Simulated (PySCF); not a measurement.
# CH5BN2 (SMILES B1NCN1) at 5 levels

Wanted: a comparison of 5 runs (HF/STO-3G, PBE0/STO-3G, B2PLYP/6-31G**, PBE0/def2-SVP, CCSD/3-21G) of CH5BN2. Input form: a Python script.

The calculation is run with PySCF 2.14.0.

### 1 Starting point

CH5BN2 has 9 atoms, charge 0, and is taken as a singlet. As SMILES, `B1NCN1`. The shape is that of a PBE0-D4/def2-TZVP optimisation.

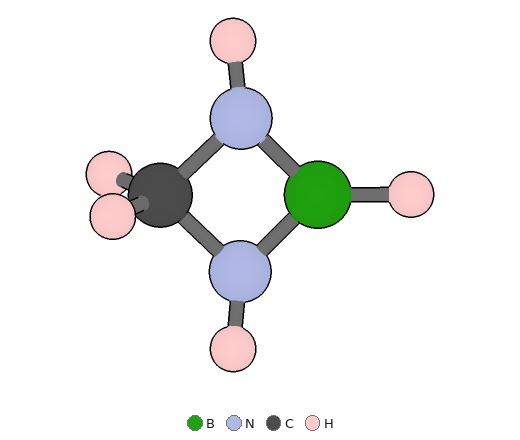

Viewed from a chosen angle; boron green, nitrogen light blue, carbon dark grey, hydrogen pink.

### 2 Energy and forces at HF/STO-3G (run 1)

job.py reads:

```python
# B1NCN1
from pyscf import gto

mol = gto.M(
    atom='''
B       -0.538100       0.903800      -0.424200
N        0.763900       0.350100      -0.630900
C        0.430100      -0.702400       0.322000
N       -0.891500      -0.116200       0.513500
H       -1.109600       1.851900      -0.864600
H        1.686500       0.722000      -0.761500
H        0.420000      -1.707100      -0.117100
H        1.046900      -0.704100       1.228600
H       -1.719800      -0.644400       0.717000
''',
    charge=0,
    verbose=4,
    basis='sto-3g',
    max_memory=1860,
)

myscf = mol.RHF()
myscf.conv_tol = 1e-10
myscf.kernel()
if not myscf.converged:
    myscf = myscf.newton().run(myscf.mo_coeff, myscf.mo_occ)

energy = myscf.e_tot
print('E(%s) = %.9f' % ('HF', energy))
grad = myscf.nuc_grad_method().kernel()
dip = myscf.dip_moment()
pop, q = myscf.mulliken_pop()
```

Launch:

```console
$ OMP_NUM_THREADS=1 python job.py
```

The log of the run:

```text
PySCF version 2.14.0

[... 61 lines left out ...]
converged SCF energy = -172.197641486466
[... 9 lines left out ...]
[... 5 lines of this table left out ...]
8 H     0.0136951903     0.0102663244    -0.0034280007
----------------------------------------------
Dipole moment(X, Y, Z, Debye):  0.49365, -0.81889,  0.38102
 ** Mulliken pop  **
pop of  0 B 1s            1.99077
pop of  0 B 2s            0.84424
pop of  0 B 2px           0.62696
pop of  0 B 2py           0.64773
pop of  0 B 2pz           0.47541
pop of  1 N 1s            1.99493
pop of  1 N 2s            1.49625
pop of  1 N 2px           1.15676
pop of  1 N 2py           1.26484
pop of  1 N 2pz           1.53590
pop of  2 C 1s            1.99232
pop of  2 C 2s            1.15918
pop of  2 C 2px           0.87933
pop of  2 C 2py           0.94144
pop of  2 C 2pz           0.94288
pop of  3 N 1s            1.99493
pop of  3 N 2s            1.49618
pop of  3 N 2px           1.04449
pop of  3 N 2py           1.29217
pop of  3 N 2pz           1.62094
pop of  4 H 1s            1.07702
pop of  5 H 1s            0.81928
pop of  6 H 1s            0.94339
pop of  7 H 1s            0.94340
pop of  8 H 1s            0.81926
 ** Mulliken atomic charges  **
charge of    0B =      0.41488
charge of    1N =     -0.44868
charge of    2C =      0.08485
charge of    3N =     -0.44870
charge of    4H =     -0.07702
charge of    5H =      0.18072
charge of    6H =      0.05661
charge of    7H =      0.05660
charge of    8H =      0.18074
```

It took 1.6 s on 1 thread of Intel Xeon at 2.70GHz, shared host; peak memory 0.12 GiB.

### 3 Energy and gradient at PBE0/STO-3G (run 2)

run.py reads:

```python
import pyscf.grad
from pyscf import gto, dft

mol = gto.Mole()
mol.atom = '''
B     -1.016862     1.707934    -0.801622
N      1.443562     0.661593    -1.192228
C      0.812771    -1.327344     0.608492
N     -1.684691    -0.219586     0.970374
H     -2.096840     3.499584    -1.633857
H      3.187023     1.364382    -1.439026
H      0.793685    -3.225951    -0.221287
H      1.978354    -1.330556     2.321718
H     -3.249951    -1.217740     1.354934
'''
mol.unit = 'bohr'
mol.basis = 'sto-3g'
mol.spin = 0
mol.verbose = 3
mol.max_memory = 1860
mol.build()

mf = dft.RKS(mol)
mf.xc = 'pbe0'
mf.conv_tol = 1e-10
mf.grids.level = 5
mf.kernel()
if not mf.converged:
    mf = mf.newton().run(mf.mo_coeff, mf.mo_occ)

e_tot = mf.e_tot
print('E(%s) = %.9f' % ('PBE0', e_tot))
grad = mf.Gradients().kernel()
mf.analyze()
```

Launch:

```console
$ OMP_NUM_THREADS=1 python run.py
```

The log of the run:

```text
converged SCF energy = -173.071420212138
E(PBE0) = -173.071420212
--------------- RKS gradients ---------------
         x                y                z
0 B     0.0118813400    -0.0196797936     0.0091297242
1 N     0.0359635713    -0.0067218821     0.0096000953
2 C    -0.0158122163     0.0261846568    -0.0121423405
3 N    -0.0108554154    -0.0349790672     0.0097606742
4 H    -0.0071349808     0.0118387108    -0.0054985457
5 H    -0.0329557344    -0.0117156761     0.0033409710
6 H    -0.0013097789     0.0124010637     0.0029199793
7 H    -0.0077152633     0.0025772854    -0.0098703804
8 H     0.0279389082     0.0200946863    -0.0072394668
----------------------------------------------
**** MO energy ****
MO #1   energy= -14.1625274246818  occ= 2
MO #2   energy= -14.1622483203271  occ= 2
MO #3   energy= -10.1226734337081  occ= 2
MO #4   energy= -6.55806153019525  occ= 2
MO #5   energy= -0.930087100774477 occ= 2
MO #6   energy= -0.777330098322321 occ= 2
MO #7   energy= -0.621652571468582 occ= 2
MO #8   energy= -0.541401184766317 occ= 2
MO #9   energy= -0.446826547171011 occ= 2
MO #10  energy= -0.400698007720504 occ= 2
MO #11  energy= -0.380837564641113 occ= 2
MO #12  energy= -0.354172742172733 occ= 2
MO #13  energy= -0.276007694550691 occ= 2
MO #14  energy= -0.20771182414873  occ= 2
MO #15  energy= -0.154850550841495 occ= 2
MO #16  energy= 0.180970568253422  occ= 0
MO #17  energy= 0.31363721199018   occ= 0
MO #18  energy= 0.371559250194486  occ= 0
MO #19  energy= 0.435365876657161  occ= 0
MO #20  energy= 0.44446397753442   occ= 0
MO #21  energy= 0.460515456679637  occ= 0
MO #22  energy= 0.50410804999697   occ= 0
MO #23  energy= 0.517894409419675  occ= 0
MO #24  energy= 0.55045638165032   occ= 0
MO #25  energy= 0.8559533504659    occ= 0
 ** Mulliken atomic charges  **
charge of    0B =      0.04475
charge of    1N =     -0.21101
charge of    2C =      0.05666
charge of    3N =     -0.21101
charge of    4H =     -0.04880
charge of    5H =      0.13930
charge of    6H =      0.04540
charge of    7H =      0.04540
charge of    8H =      0.13931
Dipole moment(X, Y, Z, Debye):  0.76305, -1.26589,  0.58865
```

It took 14 s on 1 thread of Intel Xeon at 2.70GHz, shared host; peak memory 0.33 GiB.

Runs 3 to 4 aren't shown in full; the table further down has their settings and results.

### 4 A single-point energy at CCSD/3-21G (run 5)

run.py reads:

```python
from pyscf import gto, cc

system = gto.M(
    atom=[
    ('B', (-0.538100, 0.903800, -0.424200)),
    ('N', (0.763900, 0.350100, -0.630900)),
    ('C', (0.430100, -0.702400, 0.322000)),
    ('N', (-0.891500, -0.116200, 0.513500)),
    ('H', (-1.109600, 1.851900, -0.864600)),
    ('H', (1.686500, 0.722000, -0.761500)),
    ('H', (0.420000, -1.707100, -0.117100)),
    ('H', (1.046900, -0.704100, 1.228600)),
    ('H', (-1.719800, -0.644400, 0.717000)),
],
    spin=0,
    verbose=3,
    max_memory=1860,
    basis='3-21g',
    charge=0,
)

mf = system.RHF()
mf.conv_tol = 1e-10
mf.kernel()
if not mf.converged:
    mf = mf.newton().run(mf.mo_coeff, mf.mo_occ)

mycc = cc.CCSD(mf, frozen=4)
mycc.kernel()
e_tot = mycc.e_tot
print('E = %.10f Eh' % e_tot)
mf.analyze()
```

Launch:

```console
$ OMP_NUM_THREADS=1 python run.py
```

The log of the run:

```text
converged SCF energy = -173.408565096759
E(CCSD) = -173.7881638764699  E_corr = -0.3795987797106116
E = -173.7881638765 Eh
**** MO energy ****
MO #1   energy= -15.4535724332304  occ= 2
MO #2   energy= -15.4532338536229  occ= 2
MO #3   energy= -11.2323093507263  occ= 2
MO #4   energy= -7.56271515703384  occ= 2
MO #5   energy= -1.27015747789109  occ= 2
MO #6   energy= -1.07561726501993  occ= 2
MO #7   energy= -0.865371609101824 occ= 2
MO #8   energy= -0.757680079258983 occ= 2
MO #9   energy= -0.646444135071571 occ= 2
MO #10  energy= -0.608014976544113 occ= 2
MO #11  energy= -0.56002674830685  occ= 2
MO #12  energy= -0.552163258011091 occ= 2
MO #13  energy= -0.46420789949732  occ= 2
MO #14  energy= -0.396945573634418 occ= 2
MO #15  energy= -0.3728967145106   occ= 2
MO #16  energy= 0.203324911101384  occ= 0
MO #17  energy= 0.27660816150662   occ= 0
MO #18  energy= 0.285558192402688  occ= 0
MO #19  energy= 0.325271232771496  occ= 0
MO #20  energy= 0.338037144808745  occ= 0
MO #21  energy= 0.375068286089217  occ= 0
MO #22  energy= 0.398890622331058  occ= 0
MO #23  energy= 0.432403523976968  occ= 0
MO #24  energy= 0.457916849171071  occ= 0
MO #25  energy= 0.54931857083477   occ= 0
MO #26  energy= 0.691926387651293  occ= 0
MO #27  energy= 0.6931648065624    occ= 0
MO #28  energy= 0.814697349220592  occ= 0
MO #29  energy= 0.959837745747725  occ= 0
MO #30  energy= 0.971845328626371  occ= 0
MO #31  energy= 1.04269876836071   occ= 0
MO #32  energy= 1.08312734009935   occ= 0
MO #33  energy= 1.28600288207697   occ= 0
MO #34  energy= 1.29571849346581   occ= 0
MO #35  energy= 1.38059027439298   occ= 0
MO #36  energy= 1.40060666053731   occ= 0
MO #37  energy= 1.44208259027734   occ= 0
MO #38  energy= 1.46407085270106   occ= 0
MO #39  energy= 1.62189932665521   occ= 0
MO #40  energy= 1.62299049944952   occ= 0
MO #41  energy= 1.72672340072697   occ= 0
MO #42  energy= 1.75977258068135   occ= 0
MO #43  energy= 2.00028083864334   occ= 0
MO #44  energy= 2.16248087234796   occ= 0
MO #45  energy= 2.77941114601383   occ= 0
MO #46  energy= 3.11763601101944   occ= 0
 ** Mulliken atomic charges  **
charge of    0B =      0.19963
charge of    1N =     -0.42672
charge of    2C =      0.09247
charge of    3N =     -0.42672
charge of    4H =     -0.02139
charge of    5H =      0.21129
charge of    6H =      0.08008
charge of    7H =      0.08007
charge of    8H =      0.21130
Dipole moment(X, Y, Z, Debye):  0.67468, -1.11926,  0.52069
```

Run time: 3.6 s. Hardware: 1 thread of Intel Xeon at 2.70GHz, shared host; peak memory 0.15 GiB.

### 5 All runs side by side

```csv
run,level,integration grid,task,energy (Eh),dipole moment (D) of the reference,HOMO energy (eV),LUMO energy (eV),wall time
1,HF/STO-3G,–,gradient,-172.197641,1.03,-8.27,9.58,1.6 s
2,PBE0/STO-3G,5,gradient,-173.071420,1.59,-4.21,4.92,14 s
3,B2PLYP/6-31G** (spherical functions),5,energy,-175.303169,1.30,-7.92,3.19,27 s
4,PBE0/def2-SVP,5,gradient,-175.154545,1.56,-6.78,1.45,42 s
5,CCSD/3-21G,–,energy,-173.788164,1.41,-10.15,5.53,3.6 s
```

### 6 Outcome

| quantity | value |
| --- | --- |
| run 5: total energy | -173.78816 Eh |
| run 5: dipole moment (Hartree–Fock density) | 1.41 D |
| run 5: HOMO energy (Hartree–Fock orbitals) | -10.15 eV |
| run 5: LUMO energy (Hartree–Fock orbitals) | 5.53 eV |
| run 5: HOMO–LUMO gap (Hartree–Fock orbitals) | 15.68 eV |
| run 5: correlation energy (4 core orbitals frozen) | -379.6 mEh |
| run 5: T1 diagnostic | 0.016 |

**Reading.** Over runs 1, 2, 3, 4 the dipole moment (its size) runs from 1.03 D (HF/STO-3G) to 1.59 D (PBE0/STO-3G). Over runs 1, 2, 3, 4 the HOMO–LUMO gap runs from 8.23 eV (PBE0/def2-SVP) to 17.86 eV (HF/STO-3G). The two ends differ in method and basis. Totals of different functionals can't be ranked against each other. In runs 1, 2 the basis is minimal, so the values are rough. All runs together took 88 s, the longest 42 s.
